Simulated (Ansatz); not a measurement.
## Electronic structure of Cl₂Ge₂H₄O···HF in real space

Input file:

```
crystal:
  periodic: [false, false, false]
  atoms:
    - { symbol: Ge, position_ang: [0.410725, -0.406853, -0.483306] }
    - { symbol: F, position_ang: [-1.139551, -0.394254, 1.95642] }
    - { symbol: Cl, position_ang: [1.72028, -0.11331, -2.172161] }
    - { symbol: O, position_ang: [-0.114287, 1.204458, -0.095644] }
    - { symbol: H, position_ang: [-0.656932, 1.279981, 0.674048] }
    - { symbol: Ge, position_ang: [-1.237229, -2.120735, -1.051265] }
    - { symbol: H, position_ang: [-1.947932, -2.608159, 0.209064] }
    - { symbol: H, position_ang: [-2.233224, -1.501135, -2.033056] }
    - { symbol: H, position_ang: [-0.469095, -3.263964, -1.714977] }
    - { symbol: Cl, position_ang: [1.728505, -1.124305, 1.142504] }
    - { symbol: H, position_ang: [-0.438061, -0.698424, 2.453471] }
basis:
  gaussian: { orbitals: def2-SVP }
hamiltonian:
  xc: hf
relax:
  f_tol: 0.03
  max_steps: 50
output:
  orbitals: {}
```

Command:

```sh
ansatz run input.yaml --threads 4 --pin off --max-ram 5120MiB --backend cpu --events-out ev --progress --plain --runs-dir out
```

The fields are those of the relaxed geometry.

Theory: Ansatz 0.2.0, RHF/def2-SVP.

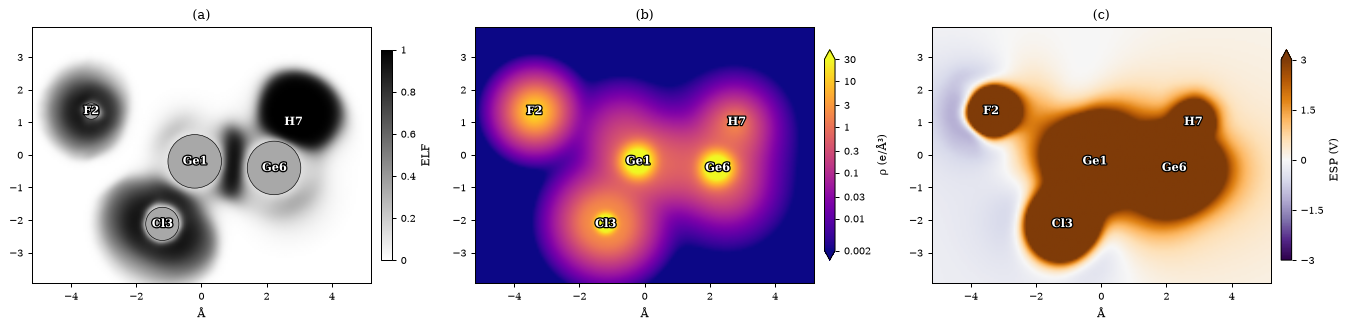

Figure 1. (a) ELF; (b) total electron density; (c) molecular electrostatic potential on the plane of atoms Cl3, Ge1 and Ge6. Grey discs cover the atomic cores in the ELF map.

Question: Describe what can be read from this map.

Answer: The plane passes through Ge, F, Cl and H nuclei. Ge–Cl (2.16 Å): the density is about 0.73 e/Å³ at the midpoint, with its minimum of 0.65 e/Å³ about 0.9 Å from Ge; the ELF peaks at about 0.85 in the valence shell of Cl, 0.9 Å from its nucleus, and is about 0.70 at the midpoint. Ge–Ge (2.44 Å): ρ is about 0.61 e/Å³ halfway; the ELF peaks at about 0.90 between the atoms: a covalent bond. Ge–H (1.53 Å): ρ is about 1.1 e/Å³ halfway; the ELF climbs to about 1 towards the hydrogen. The ELF also peaks beside Cl3 and F2, away from the bonds: lone-pair regions. Outside the dense part of the complex the potential is most negative (−1.1 V) near F2.

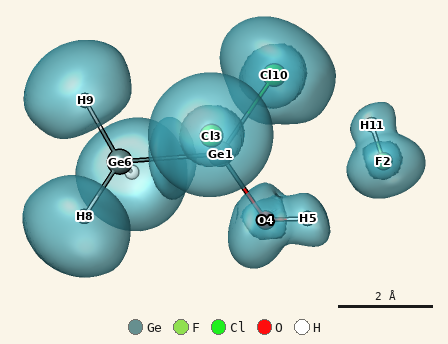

Figure 2. Isosurface of the ELF at 0.75 (cyan), seen at an oblique angle. Only the valence region is drawn (cores and ρ < 0.01 e/Å³ removed).

Question: Where are the electrons localised?

Answer: At this value the surface marks out one region between bonded Ge–Ge atoms (shared pairs), three regions around hydrogen nuclei, one region on Cl in which the atom's valence shell and bonds are merged, one region wrapped around Cl (its valence shell), one joined region spread over several atoms (F, H), in which their bonds and any lone pairs are merged and one joined region spread over several atoms (H, O), in which their bonds and any lone pairs are merged. Profiles from the grid: F2···H5 (2.08 Å): the ELF dips to about 0.05 between them: by its geometry a hydrogen bond between the two molecules, with no shared pair. Ge–O (1.73 Å): the ELF peaks at about 0.85 in the valence shell of O, 0.6 Å from its nucleus, and is about 0.35 at the midpoint.

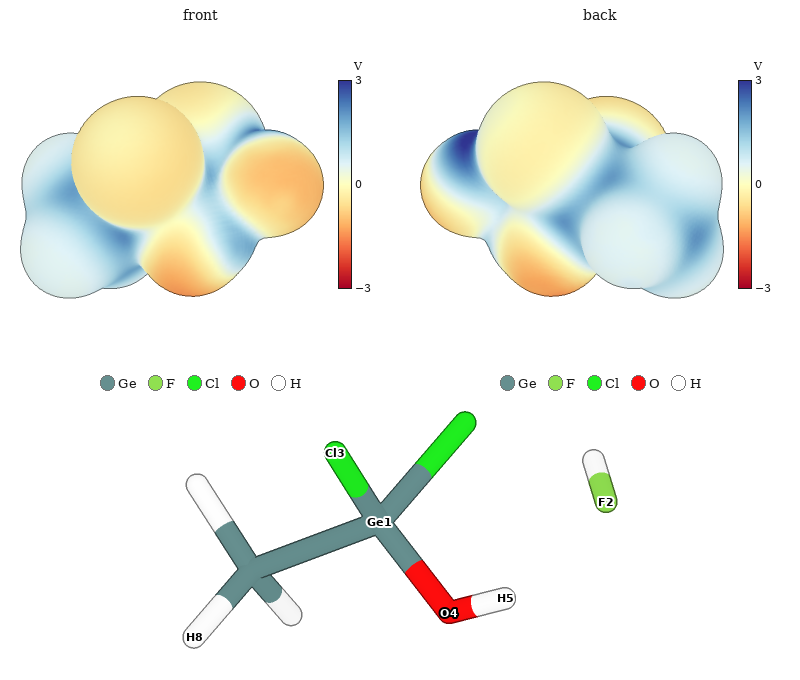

Figure 3. The electrostatic potential painted on the density surface at 0.002 e/bohr³, seen from the front and from behind; red is negative and blue positive. The bare structure is drawn below in the same view.

Question: Where is the surface potential most negative and most positive?

Answer: The most negative region (about −1.4 V) lies over O4, the most positive (about +2.7 V) over H11. O4 is the likeliest acceptor of a hydrogen bond.

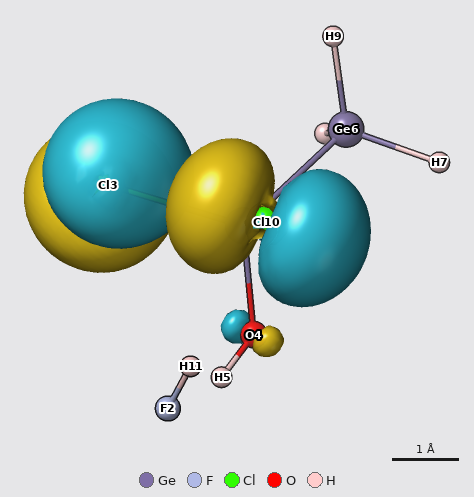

Figure 4. The HOMO−1 at ±0.1 Å⁻³ᐟ² (yellow and cyan are the two phases), seen at an oblique angle.

Question: Where does this orbital lie, and at what energy?

Answer: Its weight (Hirshfeld) is mainly on Cl3 (about 55 %) and Cl10 (about 35 %). Its energy is −12.42 eV.
